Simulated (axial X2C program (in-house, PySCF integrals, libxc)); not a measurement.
# A two-component session on TeBr: properties at the nuclei

Wanted for TeBr: properties at the nuclei, at the two-component level.

Method: two-component X2C with atomic mean-field terms, Te dyall-acv3z, Br dyall-acv3z; program: an in-house X2C program for linear molecules on PySCF integrals.

All values are calculated.

## 1. Input

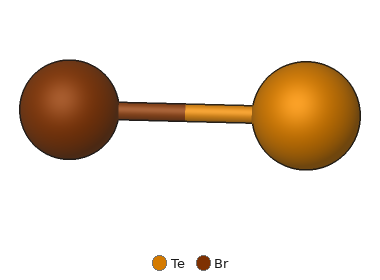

The two atoms at 2.500 Å (tellurium orange, bromine brown).

Contents of task.json:

```json
{"zs": [52, 35], "q": 0, "bas": ["dyall-acv3z", "dyall-acv3z"], "r0": 2.5, "levels": ["PBE0", "HF", "B3LYP"], "nst": 1, "ff": 1, "thr": -2.0, "nmax": 130, "opt": {"ecut": 60}}
```

Keys: zs atomic numbers; q charge; bas basis sets; r0 starting distance in Å; levels methods (HF also brings MP2); nst determinants followed; ff finite-field run; thr threshold in hartree for freezing inner shells (an s shell follows its p shell); nmax most natural virtual spinors; ecut virtual cutoff in hartree.

Launch:

```
$ python soeom.py task.json out
```

Nuclei are Gaussian, cores are contracted, and the Gaunt term is on.

## 2. Expectation values, lowest determinant

R = 2.475 Å. State: Ω = 3/2 (excess of +ω over −ω: ω = 3/2).

Output of the PBE0 run:

```text
two-component X2C + atomic mean field  PBE0
basis functions 258  fitting functions 1332  grid points 5805
iter        total energy     max residual
   1      -9394.440365918     4.04e+00
   2      -9395.794108754     1.04e-02
   3      -9395.793748343     1.35e-02
   4      -9395.797811181     1.33e-03
   5      -9395.797855591     7.68e-04
   6      -9395.797876167     1.61e-04
   7      -9395.797877584     8.65e-05
   8      -9395.797877859     8.84e-06
   9      -9395.797877864     3.99e-06
  10      -9395.797877866     1.16e-06
converged
one-electron -13711.14753743  Coulomb 4201.13343685  exact exchange -66.44548687  xc functional -203.43308791  nuclear repulsion 389.13233288  atomic mean-field constant -5.03753538
```

The highest occupied spinor is 73% Te p, 16% Br p, 6% Br d.

```tsv
level	Eeff magnitude (GV/cm)	Ws magnitude Te (kHz)	A∥/gI Te (MHz)	qzz Te (a.u.)	A∥/gI Br (MHz)	qzz Br (a.u.)	μ (D)
PBE0	1.65	0.636	555	10.16	87.1	6.74	-1.13
HF	4.76	1.81	612	10.45	46.9	6.96	-1.64
B3LYP	1.29	0.503	576	10.30	95.7	6.64	-1.11
```

Eeff is the effective electric field on the electron dipole moment in this Ω state and Ws the scalar–pseudoscalar constant (defined with the proton number Z and per Ω); A∥ is the parallel hyperfine constant, which follows by multiplying with the nuclear g factor gI = μI/(I μN); qzz is the electric field gradient, eQq0 = 234.96 MHz × Q/barn × qzz; μ is positive if Br is the positive end. The operators were transformed with the bare-nucleus X2C matrices.

## 3. Finite-field coupled cluster

Output:

```text
two-component X2C + atomic mean field  HF
basis functions 258  fitting functions 1332  grid points 5805
iter        total energy     max residual
   1      -9391.701250569     2.84e-01
   2      -9391.733671505     5.73e-03
   3      -9391.734887853     2.98e-03
   4      -9391.735160822     1.35e-03
   5      -9391.735266137     7.12e-04
   6      -9391.735311835     3.44e-04
   7      -9391.735325223     1.37e-04
   8      -9391.735330326     1.10e-04
   9      -9391.735333138     9.36e-05
  10      -9391.735335558     6.77e-05
  11      -9391.735337182     4.08e-05
  12      -9391.735337914     1.36e-05
  13      -9391.735337986     7.93e-06
  14      -9391.735338001     5.80e-06
  15      -9391.735338009     3.29e-06
  16      -9391.735338011     1.26e-06
converged
one-electron -13709.85368539  Coulomb 4199.93005991  exact exchange -265.90651002  xc functional 0.00000000  nuclear repulsion 389.13233288  atomic mean-field constant -5.03753538
correlated 23  virtual 373  natural virtual 129  E(MP2) -0.789473811  MP2 remainder -0.059583731
iter   CCSD correlation   residual
   1     -0.689852743   1.41e-01
   2     -0.705548211   4.63e-02
   3     -0.707417934   1.84e-02
   4     -0.707201003   7.85e-03
   5     -0.707305865   4.36e-03
   6     -0.707346391   1.94e-03
   7     -0.707341809   8.47e-04
   8     -0.707352374   3.95e-04
   9     -0.707342527   2.23e-04
  10     -0.707345260   1.21e-04
  11     -0.707344311   6.10e-05
  12     -0.707344931   2.30e-05
  13     -0.707345023   9.70e-06
  14     -0.707345095   5.15e-06
  15     -0.707345074   2.77e-06
  16     -0.707345081   1.45e-06
(T) -0.021555729  T1 0.0186  D1 0.0592  max T2 0.086
```

T1 in the output is the amplitude norm over the root of the electron number; divide by √2 for the Lee–Taylor value.

23 electrons correlated in 129 natural virtual spinors, MP2 remainder added; T1 = 0.013.

```tsv
level	Eeff magnitude (GV/cm)	Ws magnitude Te (kHz)	A∥/gI Te (MHz)	qzz Te (a.u.)	A∥/gI Br (MHz)	μ (D)
HF	4.76	1.81	612	10.45	47	-1.64
MP2	0.318	0.188	510	9.90	63.9	-1.29
CCSD	1.51	0.556	587	9.78	67.9	-1.27
CCSD(T)	1.25	0.46	584	9.62	74.7	-1.18
```

## 4. What came out

```
                       quantity                                    value
             lowest determinant  Ω = 3/2 (excess of +ω over −ω: ω = 3/2)
   Eeff magnitude (GV/cm), PBE0                                     1.65
    Ws magnitude Te (kHz), PBE0                                    0.636
           A∥/gI Te (MHz), PBE0                                      555
            qzz Te (a.u.), PBE0                                    10.16
Eeff magnitude (GV/cm), CCSD(T)                                     1.25
 Ws magnitude Te (kHz), CCSD(T)                                     0.46
        A∥/gI Te (MHz), CCSD(T)                                      584
         qzz Te (a.u.), CCSD(T)                                     9.62
```

What this shows: In the first state, the effective field runs from 1.29 to 4.76 GV/cm over the mean-field levels, so the levels don't agree on it. The expectation values come from single determinants, which for open shells can mix terms of unlike spin or miss the lowest Ω, so a determinant need not be a state. Eeff is the effective electric field on the electron dipole moment in this Ω state and Ws the scalar–pseudoscalar constant (defined with the proton number Z and per Ω); A∥ is the parallel hyperfine constant, which follows by multiplying with the nuclear g factor gI = μI/(I μN); qzz is the electric field gradient, eQq0 = 234.96 MHz × Q/barn × qzz; μ is positive if Br is the positive end. The operators were transformed with the bare-nucleus X2C matrices. Correlation of the inner shells is missing, which matters for properties at the nucleus.
